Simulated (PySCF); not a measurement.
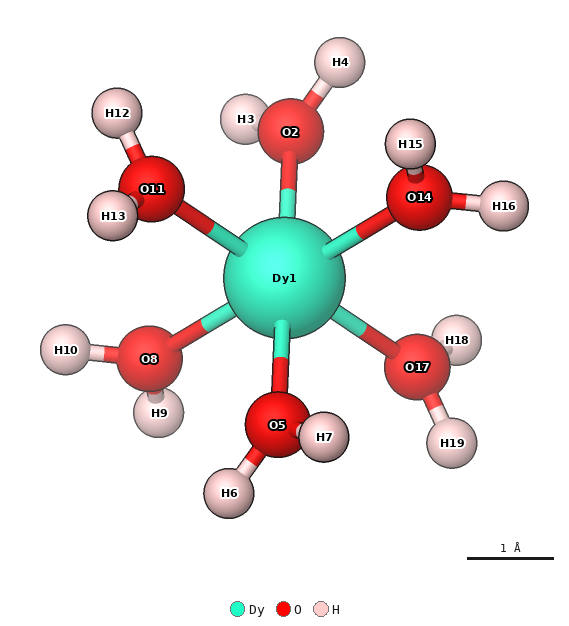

Figure 1. The input geometry of the first run (ball-and-stick view, seen at a tilt; atoms are numbered from 1 in the order of the input). Sticks mark near contacts. Bond lengths as drawn: Dy–O 2.22 Å and H–O 0.99 Å.

**What a change does: single-point calculation on DyH$_{12}$O$_{6}$**

System: DyH$_{12}$O$_{6}$, charge +4.
Method of the first run: RKS M06-L, Dy lcecp-2-SVP with ECP54, O def2-SVP, H def2-SVP; non-relativistic Hamiltonian with a scalar-relativistic core potential; density fitting (PySCF 2.14.0).

Text and figures count atoms from 1; the logs count them from 0 in places.

### Input, the first run
```python
mol = gto.M(atom='''
Dy     0.00000    -0.00000    -0.00000
O      0.00593    -0.00051     2.21881
H      0.78538    -0.00572     2.83207
H     -0.77023     0.00442     2.83623
O     -0.00593     0.00051    -2.21881
H      0.77024     0.00156    -2.83623
H     -0.78540    -0.00026    -2.83207
O      2.21906    -0.00593    -0.00593
H      2.83232    -0.78542    -0.01075
H      2.83649     0.77026    -0.00441
O      0.00593     2.21878     0.00049
H      0.01159     2.83394     0.77851
H      0.00357     2.83431    -0.77725
O     -2.21906     0.00593     0.00593
H     -2.83233     0.78542     0.00476
H     -2.83648    -0.77026     0.01040
O     -0.00593    -2.21878    -0.00049
H     -0.00743    -2.83430     0.77726
H     -0.00773    -2.83395    -0.77852''',
    basis={'Dy': 'lcecp-2-SVP', 'O': 'def2-SVP', 'H': 'def2-SVP'},
    ecp={'Dy': 'lcecp-2-SVP'},
    charge=4, spin=0)
mf = dft.RKS(mol, xc='M06L')
mf.grids.atom_grid = (75, 302)  # f atoms: at least (60, 302), unpruned
mf = mf.density_fit()  # Dy AutoAux, O def2-universal-JKFIT, H def2-universal-JKFIT
mf.conv_tol = 1e-08; mf.max_cycle = 55
mf.kernel(dm0)
```

The script is an equivalent of the set-up of the self-consistent field. The run itself was carried out by a driver, which started from the orbitals of the step before it where there was one and computed the further properties.

Command:
```bash
OMP_NUM_THREADS=4 python <driver script>
```

Hardware: 4 threads of Arm Neoverse V2, 24 GiB of memory available, shared host.

### Output (the first run)
```
init E= -500.591871978495
  HOMO = -1.00153939184976  LUMO = -0.790482240140793  gap/eV = 5.74316
cycle= 1 E= -500.59790456082  delta_E= -0.00603  |g|= 0.0116  |ddm|= 0.236
  HOMO = -0.999633077406463  LUMO = -0.790464082536794  gap/eV = 5.69178
cycle= 2 E= -500.59789149942  delta_E= 1.31e-05  |g|= 0.0137  |ddm|= 0.0181
  HOMO = -1.00057415867876  LUMO = -0.790127108876576  gap/eV = 5.72656
cycle= 3 E= -500.597925231445  delta_E= -3.37e-05  |g|= 0.0041  |ddm|= 0.0126
  HOMO = -1.000404387872  LUMO = -0.790445426021671  gap/eV = 5.71327
cycle= 4 E= -500.597928781012  delta_E= -3.55e-06  |g|= 0.000608  |ddm|= 0.00387
  HOMO = -1.0003603872217  LUMO = -0.790305791826651  gap/eV = 5.71588
cycle= 5 E= -500.597928889739  delta_E= -1.09e-07  |g|= 0.000113  |ddm|= 0.000879
  HOMO = -1.00037032034726  LUMO = -0.790338117401681  gap/eV = 5.71527
cycle= 6 E= -500.597928894748  delta_E= -5.01e-09  |g|= 1.17e-05  |ddm|= 0.000177
  HOMO = -1.00037024454072  LUMO = -0.790332988270339  gap/eV = 5.71540
Extra cycle  E= -500.597928894686  delta_E= 6.23e-11  |g|= 1.95e-05  |ddm|= 3.97e-05
converged SCF energy = -500.597928894686
```

The input of the second run differs as follows (lines with − go, lines with + come):
```diff
-mf = dft.RKS(mol, xc='M06L')
+mf = dft.RKS(mol, xc='PBE0')
-mf.conv_tol = 1e-08; mf.max_cycle = 55
+mf.conv_tol = 1e-09; mf.max_cycle = 55
```

How does the second run compare with the first run?

The total energies belong to different methods, so their difference says nothing on which is more stable or more accurate. The largest force goes from 0.094 to 0.003 eV/Å. The HOMO goes from −27.22 to −28.61 eV. The LUMO goes from −21.51 to −20.80 eV. The functional changes from M06L to PBE0. Exact exchange removes part of the self-interaction error of semilocal functionals, which pushes filled and empty levels apart. On the same kind of shared host the second run took about 0.57 times as long.

### Output (the second run)
```
init E= -500.151831442657
  HOMO = -1.0515400524442  LUMO = -0.764199095964427  gap/eV = 7.81895
cycle= 1 E= -500.151831449122  delta_E= -6.46e-09  |g|= 2.94e-05  |ddm|= 0.000356
  HOMO = -1.05154675871772  LUMO = -0.764204855579999  gap/eV = 7.81897
cycle= 2 E= -500.151831449094  delta_E= 2.8e-11  |g|= 3.45e-05  |ddm|= 4.07e-05
  HOMO = -1.05154325711523  LUMO = -0.764203647301355  gap/eV = 7.81891
cycle= 3 E= -500.151831449302  delta_E= -2.08e-10  |g|= 4.9e-06  |ddm|= 2.29e-05
  HOMO = -1.05154373873042  LUMO = -0.764202382017  gap/eV = 7.81896
Extra cycle  E= -500.151831449297  delta_E= 5e-12  |g|= 7.22e-06  |ddm|= 1.03e-05
converged SCF energy = -500.151831449297
```

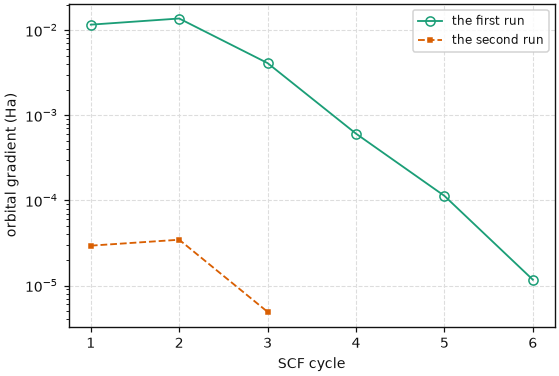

Figure 2. Convergence of the two runs: orbital gradient against the SCF cycle. The first run takes 6 cycles in all, and the second run takes 3.

### The two runs side by side

```csv
quantity,the first run,the second run
outcome,converged,converged
total energy (hartree),−500.597929,−500.151831
HOMO (eV),−27.22,−28.61
LUMO (eV),−21.51,−20.80
largest force (eV/Å),0.094,0.003
basis functions,174,174
wall time (shared host),17 s,9.9 s
```
